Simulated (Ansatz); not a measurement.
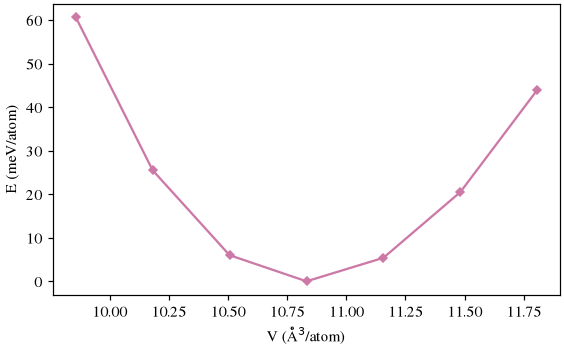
Fig. 1. MgNi₃C (anti-perovskite, Pm-3m) under volume change, DFT-r²SCAN in the program Ansatz with PAW potentials, scaled uniformly.

**Question.** What does a third-order Birch–Murnaghan fit give for V₀, B₀ and B′?

**Answer.** V₀ = 10.83 Å³/atom, B₀ = 187 GPa, B′ = 4.4.

The workflow started from an entry of the Crystallography Open Database (COD). Its standing as an ambient phase is unchecked. Symmetry was held in the r²SCAN relaxation; whether a distortion lowers the energy is not shown. Spin order of the final state: ferromagnetic, the only order run, not a proven ground state. Other orbital occupations within this spin state were not tried.

Potentials: the later of the program's two PAW sets.
